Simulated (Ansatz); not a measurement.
## A computed series for WSi2: pressure series

The reference is WSi2 (space group I4/mmm, No. 139; a = 3.212 Å, c = 7.806 Å).

Cell and atoms are relaxed at each pressure.

All numbers come from Kohn–Sham DFT with the r2SCAN functional, run in Ansatz (a program for electronic structure) with PAW and 500 eV plane waves, no spin-orbit coupling, earlier PAW set.

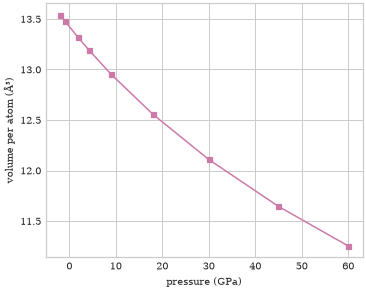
Figure: Volume against pressure

Estimate the zero-pressure bulk modulus from the plot.

About 230 GPa; a third-order Birch–Murnaghan fit to the points gives V₀ = 13.42 Å³/atom, B₀ = 234 GPa and B₀′ = 4.2.

Load acts through the strain it causes; cell and atoms are relaxed under it. No phonon test of stability was made. Competing high-pressure phases were not computed. All final runs are without spin polarisation.
